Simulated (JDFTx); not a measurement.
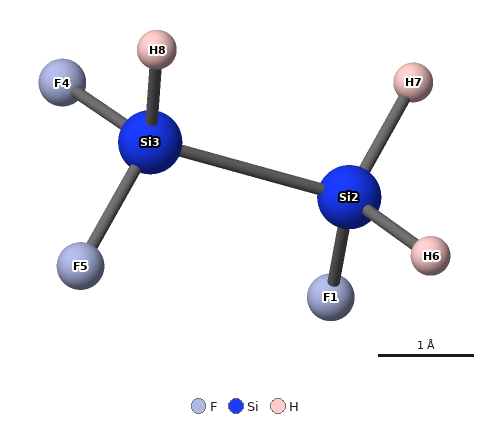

The structure (ball-and-stick view of the molecule without its box, seen at a tilt; atoms are numbered from 1 in the order of the input). An atom can appear more than once, as a periodic image. Bond lengths as drawn: F–Si 1.59 to 1.60 Å, H–Si 1.48 to 1.49 Å and Si–Si 2.35 Å.

Single-point calculation of Si2H3F3

The run: single-point calculation of Si2H3F3 (8 atoms in the cell). Method and program: Kohn-Sham DFT of a periodic cell, RPBE, PseudoDojo-SR-PBE-0.5-standard, no spin polarisation (JDFTx 1.7.0 (patched build)).

Input:
```
lattice \
   13.0000000000     0.0000000000     0.0000000000 \
    0.0000000000    13.0000000000     0.0000000000 \
    0.0000000000     0.0000000000    14.0000000000
latt-scale 1.889726124626 1.889726124626 1.889726124626
coords-type Lattice
ion F      0.3696115400     0.5003076900     0.6078964300 1
ion F      0.5162500000     0.3555384600     0.4209964300 1
ion F      0.4486500000     0.5251692300     0.3518392900 1
ion Si     0.4848576900     0.5338384600     0.5821107100 1
ion Si     0.5268423100     0.4772923100     0.4271321400 1
ion H      0.4921038500     0.6476923100     0.5876178600 1
ion H      0.5558038500     0.4871000000     0.6530178600 1
ion H      0.6323884600     0.5046923100     0.3961250000 1

ion-species pseudo/F.upf
ion-species pseudo/Si.upf
ion-species pseudo/H.upf
elec-cutoff 42
elec-ex-corr gga-x-rpbe gga-c-pbe
kpoint-folding 1 1 1
elec-n-bands 23
electronic-minimize nIterations 100 energyDiffThreshold 1e-07
coulomb-interaction Isolated
coulomb-truncation-embed 0.501000 0.501615 0.502429
core-overlap-check none
converge-empty-states yes
forces-output-coords Cartesian

dump-name run.$VAR
dump End Ecomponents EigStats BandEigs Kpoints Forces Dipole ElecDensity Dtot KEdensity
```

Hardware: 1 thread of Arm Neoverse V2, 24 GiB of memory available, shared host.

Run as:
```bash
jdftx -c 1 -i Si2H3F3.in -o Si2H3F3.out
```

The program's output:
```
*************** JDFTx 1.7.0 (patched build) ***************

Input parsed successfully to the following command list (including defaults):
[... the input with its defaults ...]

---------- Setting up symmetries ----------

Found 16 point-group symmetries of the bravais lattice
Found 1 space-group symmetries with basis
Applied RMS atom displacement 0 bohrs to make symmetries exact.

---------- Initializing the Grid ----------
R =
[      24.5664            0            0  ]
[            0      24.5664            0  ]
[            0            0      26.4562  ]
unit cell volume = 15966.6
G =
[   0.255763          0          0  ]
[          0   0.255763          0  ]
[          0          0   0.237494  ]
Minimum fftbox size, Smin = [  144  144  156  ]
Chosen fftbox size, S = [  144  144  160  ]

---------- Exchange Correlation functional ----------
Initialized LibXC exchange functional 'Hammer, Hansen, and Norskov'
Initialized LibXC correlation functional 'Perdew, Burke & Ernzerhof'

---------- Setting up pseudopotentials ----------
Width of ionic core gaussian charges (only for fluid interactions / plotting) set to 0

Reading pseudopotential file 'pseudo/F.upf':
  'F' pseudopotential, 'PBE' functional
  Generated using ONCVPSP code by D. R. Hamann
  7 valence electrons, 2 orbitals, 5 projectors, 832 radial grid points, with lMax = 2
    2S    l: 0   occupation:  2.0   eigenvalue: -1.098789
    2P    l: 1   occupation:  5.0   eigenvalue: -0.408344
  Core radius for overlap checks: 1.56 bohrs.

Reading pseudopotential file 'pseudo/Si.upf':
  'Si' pseudopotential, 'PBE' functional
  Generated using ONCVPSP code by D. R. Hamann
  4 valence electrons, 2 orbitals, 6 projectors, 1001 radial grid points, with lMax = 2
    3S    l: 0   occupation:  2.0   eigenvalue: -0.397365
    3P    l: 1   occupation:  2.0   eigenvalue: -0.149981
  Core radius for overlap checks: 1.86 bohrs.

Reading pseudopotential file 'pseudo/H.upf':
  'H' pseudopotential, 'PBE' functional
  Generated using ONCVPSP code by D. R. Hamann
  1 valence electrons, 1 orbitals, 3 projectors, 1001 radial grid points, with lMax = 1
    1S    l: 0   occupation:  1.0   eigenvalue: -0.238602
  Core radius for overlap checks: 0.96 bohrs.

Initialized 3 species with 8 total atoms.

Folded 1 k-points by 1x1x1 to 1 k-points.

---------- Setting up k-points, bands, fillings ----------
No reducable k-points.
Computing the number of bands and number of electrons
Calculating initial fillings.
Turning on subspace rotations due to non-scalar fillings.
nElectrons:  32.000000   nBands: 23   nStates: 1

----- Setting up reduced wavefunction bases (one per k-point) -----
average nbasis = 207605.000 , ideal nbasis = 207577.021

---------- Setting up coulomb interaction ----------
Setting up double-sized grid for truncated Coulomb potentials:
R =
[      49.1329            0            0  ]
[            0      49.1329            0  ]
[            0            0      52.9123  ]
unit cell volume = 127732
G =
[   0.127881          0          0  ]
[          0   0.127881          0  ]
[          0          0   0.118747  ]
Chosen fftbox size, S = [  288  288  320  ]
Integer grid location selected as the embedding center:
   Grid: [  72  72  80  ]
   Lattice: [  0.501  0.501615  0.502429  ]
   Cartesian: [  12.3078  12.3229  13.2923  ]
Constructing Wigner-Seitz cell: 6 faces (6 quadrilaterals, 0 hexagons)
Range-separation parameter for embedded mesh potentials due to point charges: 0.521075 bohrs.
Constructing Wigner-Seitz cell: 6 faces (6 quadrilaterals, 0 hexagons)
Gaussian width for range separation: 2.58855 bohrs.
FFT grid for long-range part: [ 288 288 320 ].
Planning fourier transform ... Done.
Computing truncated long-range part in real space ... Done.
Adding short-range part in reciprocal space ... Done.

---------- Allocating electronic variables ----------
Initializing wave functions:  linear combination of atomic orbitals
F pseudo-atom occupations:   s ( 2 )  p ( 5 )
Si pseudo-atom occupations:   s ( 2 )  p ( 2 )
H pseudo-atom occupations:   s ( 1 )
	FillingsUpdate:  mu: -0.121077152  nElectrons: 32.000000
LCAOMinimize: Iter:   0  Etot: -81.2729635416834668  |grad|_K:  2.745e-02  alpha:  1.000e+00
	FillingsUpdate:  mu: -0.127398046  nElectrons: 32.000000
LCAOMinimize: Iter:   1  Etot: -81.3896080431995870  |grad|_K:  1.409e-02  alpha:  3.204e-01  linmin: -3.862e-01  cgtest:  8.362e-01
LCAOMinimize: Encountered beta<0, resetting CG.
[... 4 lines of inner loops ...]
LCAOMinimize: 	Step failed: resetting search direction.
	FillingsUpdate:  mu: -0.130170552  nElectrons: 32.000000
LCAOMinimize: Iter:   3  Etot: -81.4186098503292328  |grad|_K:  5.577e-03  alpha:  0.000e+00
LCAOMinimize: None of the convergence criteria satisfied after 3 iterations.

-------- Electronic minimization -----------
ElecMinimize: Iter:   0  Etot: -81.418609850329119  |grad|_K:  3.761e-04  alpha:  1.000e+00
	SubspaceRotationAdjust: set factor to 1.04
ElecMinimize: Iter:   1  Etot: -81.764964294429205  |grad|_K:  2.137e-04  alpha:  5.043e-01  linmin: -3.792e-04
	SubspaceRotationAdjust: set factor to 1.27
ElecMinimize: Iter:   2  Etot: -81.866295051945599  |grad|_K:  1.471e-04  alpha:  4.638e-01  linmin:  1.061e-04
	SubspaceRotationAdjust: set factor to 1.68
ElecMinimize: Iter:   3  Etot: -81.915714552511787  |grad|_K:  8.160e-05  alpha:  4.798e-01  linmin: -7.073e-05
	SubspaceRotationAdjust: set factor to 1.97
ElecMinimize: Iter:   4  Etot: -81.933707018928715  |grad|_K:  5.287e-05  alpha:  5.633e-01  linmin: -4.222e-06
	SubspaceRotationAdjust: set factor to 2.26
ElecMinimize: Iter:   5  Etot: -81.939005078441795  |grad|_K:  3.032e-05  alpha:  3.941e-01  linmin:  1.815e-05
	SubspaceRotationAdjust: set factor to 2.55
ElecMinimize: Iter:   6  Etot: -81.941241738770714  |grad|_K:  1.696e-05  alpha:  5.105e-01  linmin:  6.741e-06
	SubspaceRotationAdjust: set factor to 2.87
ElecMinimize: Iter:   7  Etot: -81.941982669097456  |grad|_K:  1.055e-05  alpha:  5.400e-01  linmin:  1.552e-05
	SubspaceRotationAdjust: set factor to 2.92
ElecMinimize: Iter:   8  Etot: -81.942233514008009  |grad|_K:  7.101e-06  alpha:  4.726e-01  linmin: -4.980e-06
	SubspaceRotationAdjust: set factor to 3.38
ElecMinimize: Iter:   9  Etot: -81.942343925298331  |grad|_K:  4.598e-06  alpha:  4.584e-01  linmin:  9.699e-06
	SubspaceRotationAdjust: set factor to 3.45
ElecMinimize: Iter:  10  Etot: -81.942396608289101  |grad|_K:  3.014e-06  alpha:  5.222e-01  linmin:  3.946e-06
	SubspaceRotationAdjust: set factor to 2.93
ElecMinimize: Iter:  11  Etot: -81.942417349366124  |grad|_K:  1.947e-06  alpha:  4.783e-01  linmin: -1.603e-05
	SubspaceRotationAdjust: set factor to 3.17
ElecMinimize: Iter:  12  Etot: -81.942426442232687  |grad|_K:  1.222e-06  alpha:  5.016e-01  linmin: -5.626e-06
	SubspaceRotationAdjust: set factor to 3.39
ElecMinimize: Iter:  13  Etot: -81.942430002137058  |grad|_K:  8.712e-07  alpha:  4.994e-01  linmin: -4.302e-06
	SubspaceRotationAdjust: set factor to 3.32
ElecMinimize: Iter:  14  Etot: -81.942431645349487  |grad|_K:  5.376e-07  alpha:  4.533e-01  linmin: -9.057e-06
	SubspaceRotationAdjust: set factor to 3.57
ElecMinimize: Iter:  15  Etot: -81.942432355915571  |grad|_K:  3.257e-07  alpha:  5.143e-01  linmin: -8.379e-06
	SubspaceRotationAdjust: set factor to 3.54
ElecMinimize: Iter:  16  Etot: -81.942432614039973  |grad|_K:  2.206e-07  alpha:  5.090e-01  linmin: -2.452e-06
	SubspaceRotationAdjust: set factor to 3.25
ElecMinimize: Iter:  17  Etot: -81.942432721751530  |grad|_K:  1.394e-07  alpha:  4.633e-01  linmin:  1.037e-06
	SubspaceRotationAdjust: set factor to 3.46
ElecMinimize: Iter:  18  Etot: -81.942432770488736  |grad|_K:  9.289e-08  alpha:  5.251e-01  linmin:  2.821e-06
	SubspaceRotationAdjust: set factor to 3.7
ElecMinimize: Iter:  19  Etot: -81.942432789951823  |grad|_K:  6.312e-08  alpha:  4.729e-01  linmin:  9.178e-07
ElecMinimize: Converged (|Delta Etot|<1.000000e-07 for 2 iters).
Setting wave functions to eigenvectors of Hamiltonian
Converging empty states (this may take a while): |deigs|: 6.718e-03
WARNING: the partial cores' own exchange and correlation, taken off the total, pulls at atoms by up to 9.1e-04 Eh/a0
   and adds -0.001 GPa to the pressure: cores overlap, or the grid is coarse for them. See exc-core.

# Ionic positions in lattice coordinates:
ion F   0.369611540000000   0.500307690000000   0.607896430000000 1
ion F   0.516250000000000   0.355538460000000   0.420996430000000 1
ion F   0.448650000000000   0.525169230000000   0.351839290000000 1
ion Si   0.484857690000000   0.533838460000000   0.582110710000000 1
ion Si   0.526842310000000   0.477292310000000   0.427132140000000 1
ion H   0.492103850000000   0.647692310000000   0.587617860000000 1
ion H   0.555803850000000   0.487100000000000   0.653017860000000 1
ion H   0.632388460000000   0.504692310000000   0.396125000000000 1

# Forces in Cartesian coordinates:
force F  -0.010686563929230  -0.003006233464174   0.003371316849676 1
force F  -0.001111864525156  -0.012524362099920  -0.000188759561320 1
force F  -0.006870776705178   0.005443503451431  -0.007568434543322 1
force Si   0.007371068331648   0.002269616647133  -0.001557475124266 1
force Si   0.006083720664566   0.004995109954261   0.005771690608123 1
force H   0.000270193695785   0.002690872778035   0.000381972833396 1
force H   0.001705897497994  -0.000899894839589   0.001972481372646 1
force H   0.002856634384197   0.000707614371499  -0.000977791400048 1

# Energy components:
   Eewald =       86.2358724418117220
       EH =      155.9187782258858874
     Eloc =     -352.2414470073145480
      Enl =       -7.0005259259504538
      Exc =      -20.9233195045945628
 Exc_core =        2.4939919449627128
       KE =       53.5742170352474218
-------------------------------------
     Etot =      -81.9424327899518232

IonicMinimize: Iter:   0  Etot: -81.942432789951823  |grad|_K:  5.035e-03
IonicMinimize: None of the convergence criteria satisfied after 0 iterations.

#--- Lowdin population analysis ---
# oxidation-state F -0.481 -0.475 -0.475
# oxidation-state Si +0.900 +1.341
# oxidation-state H -0.097 -0.097 -0.129

Dumping 'run.eigStats' ...
	eMin: -1.114815 at state 0 ( [ +0.000000 +0.000000 +0.000000 ] spin 0 )
	HOMO: -0.270704 at state 0 ( [ +0.000000 +0.000000 +0.000000 ] spin 0 )
	mu  : -0.114610
	LUMO: -0.080661 at state 0 ( [ +0.000000 +0.000000 +0.000000 ] spin 0 )
	eMax: +0.007996 at state 0 ( [ +0.000000 +0.000000 +0.000000 ] spin 0 )
	HOMO-LUMO gap: +0.190043
	Optical gap  : +0.190043 at state 0 ( [ +0.000000 +0.000000 +0.000000 ] spin 0 )
Done!
```

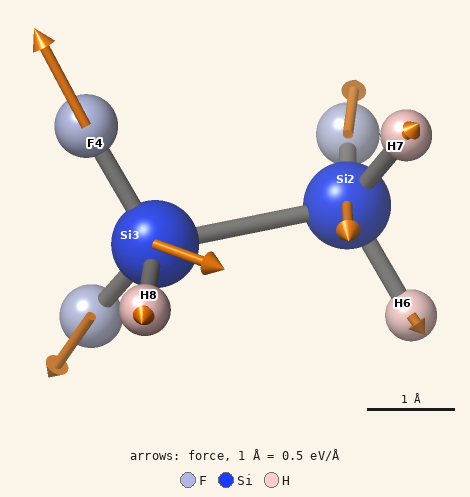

Forces on the atoms as orange arrows (ball-and-stick view of the molecule without its box, seen at a tilt; atoms are numbered from 1 in the order of the input). The largest act on F4 (0.65 eV/Å); F1, F5 (0.60 eV/Å); Si3 (0.50 eV/Å); Si2 (0.40 eV/Å). The geometry is not a stationary point of this energy.

Summary:

| quantity | value |
| --- | --- |
| outcome | converged |
| electrons treated | 32 |
| free energy | −2229.7672 eV |
| gap on the k-point mesh | 5.17 eV |
| largest force (length of the vector) | 0.647 eV/Å |
| dipole moment | 2.16 D |
| wall time | 7.4 min |
| peak memory | 1.6 GiB |

Remarks:

Notes on the run: WARNING: the partial cores' own exchange and correlation, taken off the total, pulls at atoms by up to 9.1e-04 Eh/a0. Points of doubt noted for this run: forces on coarse density grid.
